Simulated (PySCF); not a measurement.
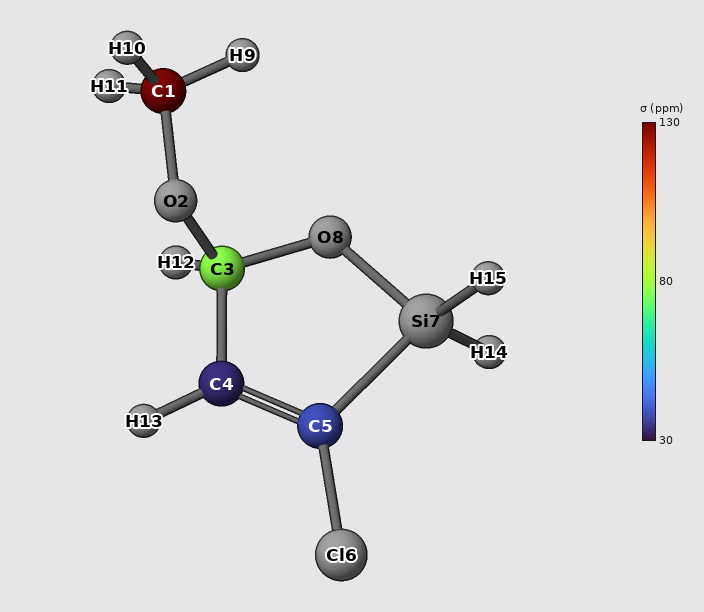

Atoms are coloured by their isotropic NMR shieldings (C only, the others grey). The geometry was computed by an optimisation with GFN2-xTB. No frequency run is at hand to confirm it as a minimum. Level of theory: GIAO PBE0/pcSseg-1 NMR shielding, non-relativistic, gas phase (PySCF 2.14.0).

Q: Which C atom is the most shielded (lowest chemical shift)?

A: C1 (129.2 ppm).

Q: Which C atom is the least shielded (highest chemical shift)?

A: C4 (34.0 ppm).

Q: How wide is the range of C shifts?

A: 95.2 ppm.

List the isotropic NMR shieldings of the C atoms.

| atom | σ (ppm) |
| --- | --- |
| C1 | 129.2 |
| C3 | 77.1 |
| C4 | 34.0 |
| C5 | 38.5 |

The geometry is semi-empirical. Around Si such bond lengths and angles can be off by a tenth of an ångström or more and by several degrees, and values that hang on the shape move with them.
